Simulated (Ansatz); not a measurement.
## Run report: C₄H₈Br₂, single-point calculation

System: C₄H₈Br₂, SMILES CC(Br)C(C)Br.
Method: RKS PBE0-D4/def2-TZVPP (Ansatz 0.2.0).

The geometry comes from this level: PBE0-D4/def2-TZVP.

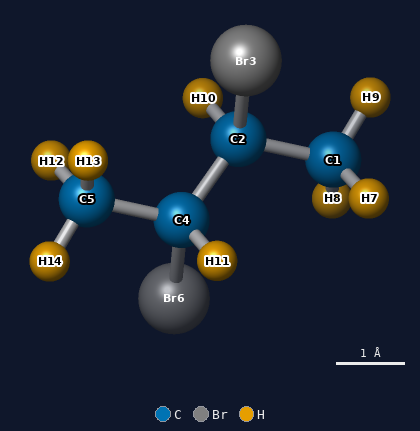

Fig. 1: The input geometry (ball-and-stick view, seen at a tilt; atoms are numbered from 1 in the order of the input). Bond lengths as drawn: Br–C 1.97 Å, C–C 1.51 to 1.52 Å and C–H 1.09 Å.

Key numbers:

- outcome: converged
- total energy: −144352.3074 eV
- mean-field energy: −144351.9725 eV
- dispersion energy: −0.3349 eV
- SCF solution under orbital rotations: stable
- HOMO: −7.89 eV
- LUMO: −0.76 eV
- hardware: 2 CPU threads, shared host
- wall time: 2.8 s (CPU time 3.2 s)
- peak memory: 0.86 GiB

Input file:
```yaml
crystal:
  periodic: [false, false, false]
  atoms:
    - {symbol: C, position_ang: [-0.092909, 0.324338, 1.930690]}
    - {symbol: C, position_ang: [0.313417, -0.303964, 0.619977]}
    - {symbol: Br, position_ang: [2.272297, -0.118049, 0.451685]}
    - {symbol: C, position_ang: [-0.313257, 0.304158, -0.620032]}
    - {symbol: C, position_ang: [0.092762, -0.324580, -1.930632]}
    - {symbol: Br, position_ang: [-2.272198, 0.119044, -0.451643]}
    - {symbol: H, position_ang: [0.107447, 1.397666, 1.924586]}
    - {symbol: H, position_ang: [-1.159670, 0.170896, 2.101408]}
    - {symbol: H, position_ang: [0.460847, -0.123884, 2.755062]}
    - {symbol: H, position_ang: [0.152193, -1.382425, 0.624599]}
    - {symbol: H, position_ang: [-0.151632, 1.382558, -0.624895]}
    - {symbol: H, position_ang: [-0.108348, -1.397768, -1.924409]}
    - {symbol: H, position_ang: [1.159645, -0.171893, -2.101278]}
    - {symbol: H, position_ang: [-0.460603, 0.123914, -2.755118]}
basis:
  gaussian: {orbitals: def2-TZVPP}
hamiltonian: {xc: pbe0, dispersion: d4}
output: {orbitals: {seedname: orbitals}}
```

Command:
```bash
ansatz run in.yaml --threads 2 --pin off --events-out ev --progress --plain --max-ram 31744MiB --backend cuda --devices 0, --max-vram 18GiB
```

Log:
```
Functional definition: PBE0
  name "PBE0"
  cite "Adamo & Barone, J. Chem. Phys. 110, 6158 (1999) doi:10.1063/1.478522"
  cite "Perdew, Burke & Ernzerhof, Phys. Rev. Lett. 77, 3865 (1996) doi:10.1103/PhysRevLett.77.3865"
  parent pbe
  parameter a = 0.25
  parameter kappa = 0.804
  parameter beta = 0.06672455060314922
  exchange = (1 - a)*pbe_x(kappa = kappa, mu = beta*pi^2/3) + a*exact_x
  correlation = pbe_c(beta = beta)
2018 factors; their error is unknown
mean field evaluation 1: about -144340.3281 eV, gradient 6.8e1 eV
mean field evaluation 2: about -144329.9876 eV, gradient 9.1e1 eV
mean field evaluation 4: about -144351.0687 eV, gradient 5.3e0 eV
mean field evaluation 8: about -144351.9724 eV, gradient 1.9e-1 eV
mean field evaluation 16: about -144351.9724 eV, gradient 2.8e-5 eV
mean field -144351.97241915 eV, -5304.8371411224 hartree, gradient 2.8e-5 eV, S^2 0.000000; 0 other end points of the search recorded, 0 dependent functions left out
reference -144351.97245180 eV, -5304.8371423223 hartree; 51, 51 occupied and 281, 281 virtual orbitals, 2018 factors
Total energy: -144352.30736665 eV, -5304.8494502162 hartree
```

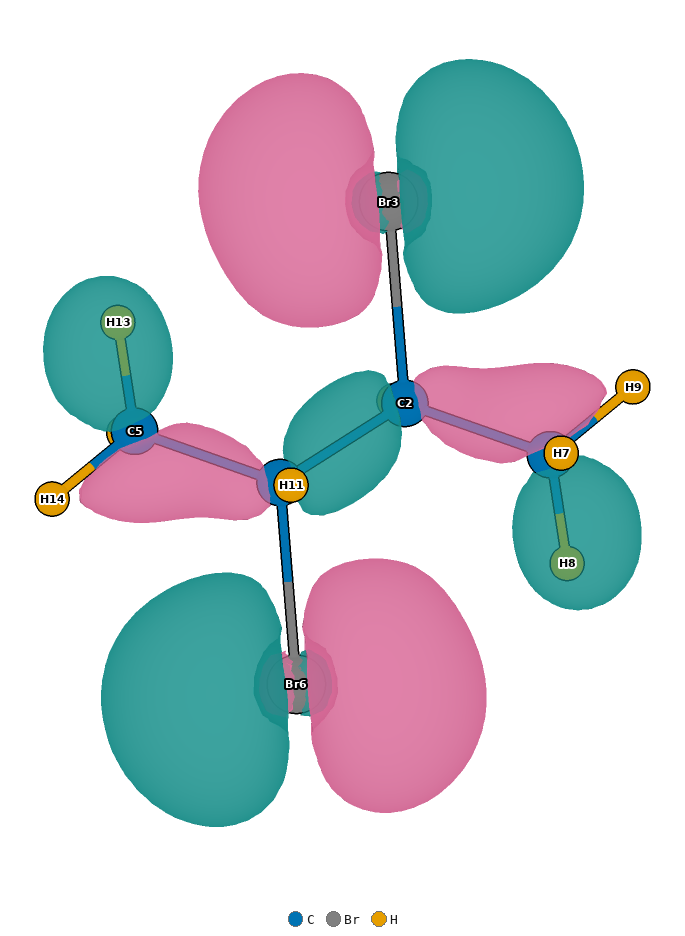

Fig. 2: The HOMO at ±0.08 Å⁻³ᐟ² (teal and pink are the two phases), seen face on. Its energy is −7.89 eV.

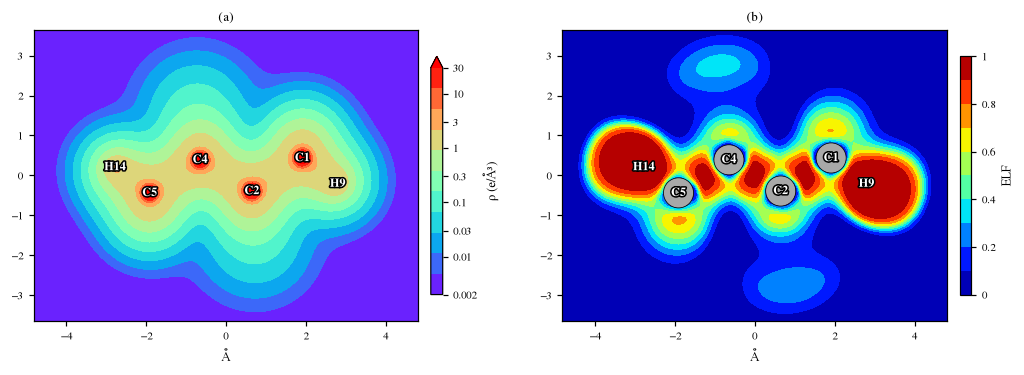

Fig. 3: (a) total electron density; (b) ELF on the plane of atoms C2, C1 and H9. Grey discs, where drawn, cover atomic cores. The section cuts through C and H sites. C–C (1.51 Å): ρ is about 1.7 e/Å³ halfway; the ELF peaks at about 0.95 between the atoms, which marks localised, shared-pair bonding. C–H (1.09 Å): ρ is about 2 e/Å³ halfway; the ELF climbs to about 1 towards the hydrogen, as it does in any bond to H (a covalent bond by its length).

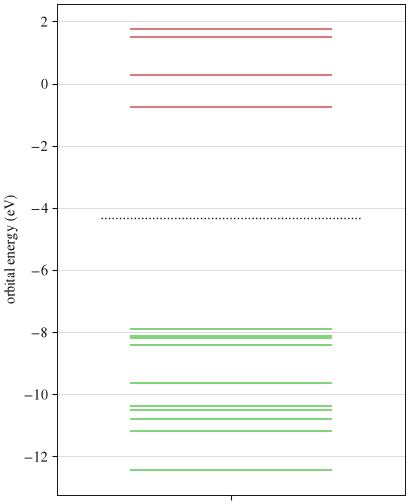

Fig. 4: Orbital energies near the frontier; the dotted line parts filled from empty levels, and levels within 0.02 eV of each other stand side by side. Highest filled −7.89 eV, lowest empty −0.76 eV, 7.13 eV apart.
